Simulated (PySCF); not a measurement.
SMILES BC[SiH2]c1ccco1 (C5H9BOSi) at its GFN2-xTB optimised geometry (Å):

```
17

B     -2.8727    -0.3167    -2.1548
C     -2.3496    -1.7214    -1.7688
Si    -1.5401    -1.6074    -0.0306
C     -0.2385    -0.2602     0.0000
C      1.1312    -0.2602     0.0000
C      1.5413     1.0914     0.0000
C      0.3927     1.8230     0.0013
O     -0.6799     1.0222     0.0024
H     -3.9406     0.0281    -1.8205
H     -2.1962     0.4214    -2.7622
H     -3.1314    -2.4749    -1.6832
H     -1.5857    -2.1073    -2.4436
H     -0.8670    -2.8815     0.2587
H     -2.5446    -1.3153     0.9989
H      1.7623    -1.1259     0.0017
H      2.5446     1.4663    -0.0007
H      0.2186     2.8815     0.0039
```

Method: CAM-B3LYP/def2-SVP (PySCF).

Map of the HOMO−1 amplitude (bohr^(-3/2)) on the plane z = 1.0 Å; orbital energy -9.49 eV, overall sign arbitrary:

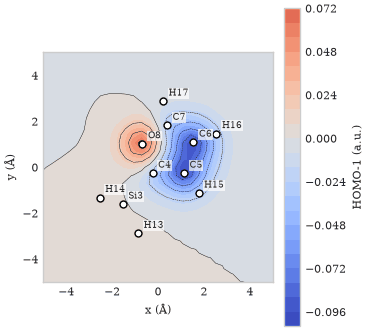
Figure. HOMO−1 amplitude (bohr^(-3/2)) on the plane z = 1.0 Å.
